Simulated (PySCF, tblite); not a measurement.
# C₂₀H₁₄BN: electronic excitations, NMR shifts, part 2 of 2

tblite 0.8.0 and PySCF 2.14.0. Atoms count from 0. Earlier steps stand in the parts before.

## Step 5: NMR shifts: GIAO KT3/pcSseg-1

What the job is given:

```
{"job": {"kind": "nmr", "xc": "KT3", "basis": "pcSseg-1", "pop": false}, "charge": 0, "multiplicity": 1}
B     -0.508074    -0.838471     1.665497
N      0.868663    -0.784531     1.413286
C      1.447338    -0.307258     0.269687
C      0.630833     0.231348    -0.730921
C      1.233262     0.561998    -1.970740
C      2.569936     0.431248    -2.180020
C      3.429390     0.005866    -1.142010
C      4.823359    -0.054316    -1.325000
C      5.652102    -0.442041    -0.308449
C      5.107178    -0.788267     0.932738
C      3.752140    -0.760556     1.130845
C      2.868844    -0.366536     0.105120
C     -0.791684     0.409307    -0.501012
C     -1.558647     1.211749    -1.385641
C     -2.894379     1.383325    -1.210432
C     -3.578427     0.729094    -0.160281
C     -4.972208     0.850786    -0.011000
C     -5.626541     0.210365     1.004932
C     -4.899740    -0.572455     1.909569
C     -3.540683    -0.693870     1.791947
C     -2.830975    -0.050370     0.757686
C     -1.410307    -0.173437     0.614416
H     -0.837552    -1.334716     2.673346
H      1.518314    -1.160193     2.087965
H      0.612878     0.890896    -2.789181
H      3.001047     0.662146    -3.143668
H      5.226575     0.222984    -2.288227
H      6.721859    -0.478663    -0.452708
H      5.762470    -1.077596     1.740926
H      3.375015    -1.027851     2.108602
H     -1.069136     1.736693    -2.190552
H     -3.456751     2.023631    -1.876428
H     -5.516996     1.458755    -0.719602
H     -6.697482     0.300792     1.113647
H     -5.419747    -1.084248     2.706681
H     -2.998224    -1.303854     2.494813
```

Method: GIAO KT3/pcSseg-1 NMR shielding, non-relativistic, gas phase.

The log of the run:

```text
start: PBE on a coarse grid of 30711 points
cycle   1  E = -848.7089202485  dE =  3.747e+00  |g| = 8.210e-01  |ddm| = 7.222e+00
cycle   2  E = -848.5380444685  dE =  1.709e-01  |g| = 1.140e+00  |ddm| = 2.828e+00
cycle   3  E = -848.8668964672  dE = -3.289e-01  |g| = 3.633e-01  |ddm| = 1.968e+00
cycle   4  E = -848.9032245547  dE = -3.633e-02  |g| = 9.500e-02  |ddm| = 5.467e-01
cycle   5  E = -848.9054483700  dE = -2.224e-03  |g| = 3.612e-02  |ddm| = 1.710e-01
cycle   6  E = -848.9057407037  dE = -2.923e-04  |g| = 1.365e-02  |ddm| = 4.845e-02
cycle   7  E = -848.9057729423  dE = -3.224e-05  |g| = 8.239e-03  |ddm| = 2.410e-02
final grid: 287013 points
cycle   8  E = -864.2833626300  dE = -5.027e-02  |g| = 5.191e-02  |ddm| = 1.539e+00
cycle   9  E = -864.2805881580  dE =  2.774e-03  |g| = 1.140e-01  |ddm| = 1.805e-01
cycle  10  E = -864.2839032428  dE = -3.315e-03  |g| = 2.104e-02  |ddm| = 1.415e-01
cycle  11  E = -864.2840150070  dE = -1.118e-04  |g| = 1.013e-02  |ddm| = 3.917e-02
cycle  12  E = -864.2840445692  dE = -2.956e-05  |g| = 2.023e-03  |ddm| = 1.306e-02
cycle  13  E = -864.2840434830  dE =  1.086e-06  |g| = 7.469e-04  |ddm| = 3.580e-03
cycle  14  E = -864.2840446712  dE = -1.188e-06  |g| = 3.664e-04  |ddm| = 1.310e-03
cycle  15  E = -864.2840439063  dE =  7.649e-07  |g| = 1.075e-04  |ddm| = 5.872e-04
cycle  16  E = -864.2840438208  dE =  8.550e-08  |g| = 4.589e-05  |ddm| = 2.464e-04
converged SCF energy = -864.2840438208

GIAO shielding tensors (ppm)
atom      isotropic    diamagn.    paramagn.     s11        s22        s33       span
  0 B       77.260     202.211    -124.951     46.584     64.064    121.132     74.549
  1 N      109.712     326.487    -216.775    -10.912    116.291    223.756    234.669
  2 C       57.400     251.126    -193.727     -7.262     24.965    154.497    161.759
  3 C       70.000     256.264    -186.264     11.236     25.905    172.860    161.623
  4 C       67.570     253.277    -185.707    -26.237     59.223    169.723    195.960
  5 C       67.988     252.811    -184.822    -19.234     68.274    154.926    174.159
  6 C       59.931     252.909    -192.978     -5.451     -1.270    186.513    191.963
  7 C       61.891     238.157    -176.266    -28.656     56.530    157.800    186.456
  8 C       64.934     252.063    -187.129    -32.743     55.311    172.234    204.976
  9 C       65.382     248.246    -182.864    -31.687     56.298    171.535    203.222
 10 C       72.508     247.979    -175.471    -23.333     62.722    178.134    201.467
 11 C       68.861     254.222    -185.361      1.539     24.864    180.180    178.641
 12 C       54.493     252.332    -197.839    -27.135     15.099    175.516    202.651
 13 C       68.960     253.556    -184.596    -25.065     62.099    169.845    194.910
 14 C       58.767     253.473    -194.707    -31.980     54.662    153.619    185.599
 15 C       61.327     252.794    -191.466     -6.194      0.687    189.489    195.683
 16 C       62.705     237.783    -175.078    -27.386     58.654    156.848    184.234
 17 C       64.756     252.074    -187.318    -33.122     55.615    171.776    204.898
 18 C       64.060     248.521    -184.462    -34.765     56.275    170.669    205.435
 19 C       63.198     246.945    -183.747    -30.460     51.828    168.226    198.686
 20 C       55.165     247.510    -192.346    -13.672     -3.551    182.717    196.389
 21 C       59.016     260.635    -201.620    -20.816      7.931    189.932    210.748
 22 H       25.254      35.676     -10.422     19.034     26.515     30.215     11.181
 23 H       22.195      36.124     -13.929     10.865     26.294     29.427     18.561
 24 H       23.161      36.561     -13.400     15.649     24.317     29.516     13.867
 25 H       24.014      34.341     -10.327     18.306     25.512     28.225      9.919
 26 H       23.839      30.516      -6.677     18.711     24.665     28.141      9.430
 27 H       24.109      25.557      -1.448     19.799     25.669     26.858      7.059
 28 H       24.029      28.040      -4.011     19.228     25.399     27.460      8.232
 29 H       23.445      34.819     -11.374     16.339     24.044     29.953     13.615
 30 H       23.205      36.934     -13.729     15.631     24.118     29.867     14.237
 31 H       23.624      34.110     -10.486     18.170     24.579     28.123      9.953
 32 H       23.861      30.332      -6.471     18.787     24.682     28.115      9.329
 33 H       24.102      25.544      -1.441     19.778     25.592     26.936      7.158
 34 H       24.016      28.551      -4.535     19.419     25.320     27.310      7.891
 35 H       22.567      36.424     -13.857     15.337     23.560     28.805     13.468
```

Run time: 60 s. Hardware: 1 thread of Arm Neoverse V1, shared host; peak memory 0.68 GiB.

Shifts follow as δ = σ(reference) − σ, with reference shieldings (ppm) from runs at the same level and on the same kind of geometry: $^{1}$H TMS 31.76, $^{13}$C TMS 184.7, $^{15}$N NH3 264.4, $^{11}$B BF3·OEt2 100.0. The references are single molecules in the gas phase, so shifts against H2O, NH3, PH3, H3PO4 or CFCl3 are not on the usual liquid scales and can be off by tens of ppm.

```tsv
atoms	environment	σ (ppm)	δ (ppm)
C12	substituted aromatic carbon	54.5	130.2
C20	ring-fusion aromatic carbon	55.2	129.6
C2	aromatic carbon bearing nitrogen	57.4	127.3
C14	aromatic CH	58.8	126.0
C21	substituted aromatic carbon	59.0	125.7
C6	ring-fusion aromatic carbon	59.9	124.8
C15	ring-fusion aromatic carbon	61.3	123.4
C7	aromatic CH	61.9	122.8
C16	aromatic CH	62.7	122.0
C19	aromatic CH	63.2	121.5
C18	aromatic CH	64.1	120.7
C17	aromatic CH	64.8	120.0
C8	aromatic CH	64.9	119.8
C9	aromatic CH	65.4	119.3
C4	aromatic CH	67.6	117.2
C5	aromatic CH	68.0	116.7
C11	ring-fusion aromatic carbon	68.9	115.9
C13	aromatic CH	69.0	115.8
C3	substituted aromatic carbon	70.0	114.7
C10	aromatic CH	72.5	112.2
H23	hydrogen on an aniline-type nitrogen	22.20	9.56
H35	hydrogen on an aromatic CH	22.57	9.19
H24	hydrogen on an aromatic CH	23.16	8.60
H30	hydrogen on an aromatic CH	23.21	8.55
H29	hydrogen on an aromatic CH	23.45	8.31
H31	hydrogen on an aromatic CH	23.62	8.14
H26	hydrogen on an aromatic CH	23.84	7.92
H32	hydrogen on an aromatic CH	23.86	7.90
H25	hydrogen on an aromatic CH	24.01	7.75
H34	hydrogen on an aromatic CH	24.02	7.74
H28	hydrogen on an aromatic CH	24.03	7.73
H33	hydrogen on an aromatic CH	24.10	7.66
H27	hydrogen on an aromatic CH	24.11	7.65
H22	hydrogen on a boron bonded to C, N, in a 6-membered ring	25.25	6.51
B0	boron bonded to C, N, H, in a 6-membered ring	77.3	22.7
N1	aniline-type nitrogen	109.7	154.7
```

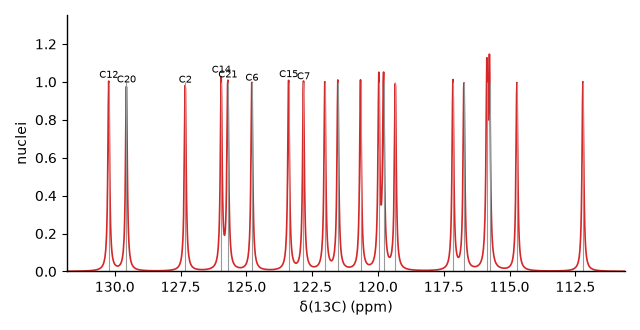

$^{13}$C lines at the computed shifts, without couplings. Lines are broadened to a width of 0.08 ppm (Lorentzian).

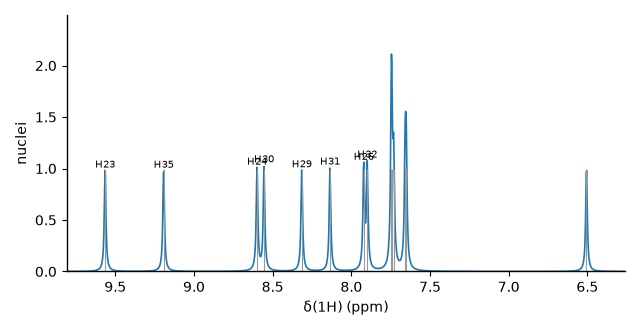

$^{1}$H lines at the computed shifts, without couplings. Lines are broadened to a width of 0.01 ppm (Lorentzian).

Ring of atoms B0, N1, C2, C3, C12, C21: NICS(0) -2.9, NICS(1) -5.8, NICS(1)zz -11.4 ppm (means of both faces).

Ring of atoms C2, C3, C4, C5, C6, C11: NICS(0) -7.7, NICS(1) -10.0, NICS(1)zz -22.7 ppm (means of both faces).

Ring of atoms C6, C7, C8, C9, C10, C11: NICS(0) -8.8, NICS(1) -11.1, NICS(1)zz -27.3 ppm (means of both faces).

## Step 6: What came out

The summary covers parts 1 to 2.

| quantity | value |
| --- | --- |
| strongest single infrared mode (GFN2-xTB) | 2630 cm⁻¹, 164 km/mol |
| zero-point energy (GFN2-xTB) | 173.3 kcal/mol |
| lowest singlet (B3LYP/def2-SVP) | 3.66 eV (339 nm), f = 0.138 |
| brightest single state of those computed | state 6, 4.45 eV, f = 0.223 |
| lowest triplet | 2.85 eV |
| surface potential, least and greatest | -0.66 V and 1.43 V |
| $^{13}$C shifts against TMS (KT3/pcSseg-1) | 130.2, 129.6, 127.3, 126.0, 125.7, 124.8, 123.4, 122.8, 122.0, 121.5, 120.7, 120.0, 119.8, 119.3 ppm and more |
| $^{1}$H shifts against TMS (KT3/pcSseg-1) | 9.56, 9.19, 8.60, 8.55, 8.31, 8.14, 7.92, 7.90, 7.75, 7.74, 7.73, 7.66, 7.65, 6.51 ppm |
| $^{11}$B shifts against BF3·OEt2 (KT3/pcSseg-1) | 22.7 ppm |
| $^{15}$N shifts against NH3 (KT3/pcSseg-1) | 154.7 ppm |

In words: All 102 modes are real, so the xTB geometry is a minimum. The strongest single mode, at 2630 cm⁻¹, moves mainly H22. GFN2-xTB is a fitted tight-binding method: band positions and strengths are rough. Its intensities can rank the bands wrongly. The first singlet state (HOMO→LUMO 0.65, HOMO→LUMO+1 0.12) lies at 3.66 eV and is bright; of the 6 states computed, the strongest absorption comes from state 6 at 4.45 eV (the last computed, so partners may be missing). The lowest triplet lies 0.81 eV below the lowest singlet (triplets in Tamm-Dancoff, singlets in full TDDFT). By nearest atom (B3LYP/def2-SVP), the HOMO sits on C2 14 %; C3, C5 about 11 % each and the LUMO on C21 13 %; C12, C14 about 8 % each. At KT3/pcSseg-1: Shielding is most anisotropic at N1 (span 235 ppm, paramagnetic term -217 ppm). NICS(1)zz of -23 ppm above the planar ring from C2 marks a diatropic (aromatic) ring current. NICS(1)zz of -27 ppm above the planar ring from C6 marks a diatropic (aromatic) ring current.
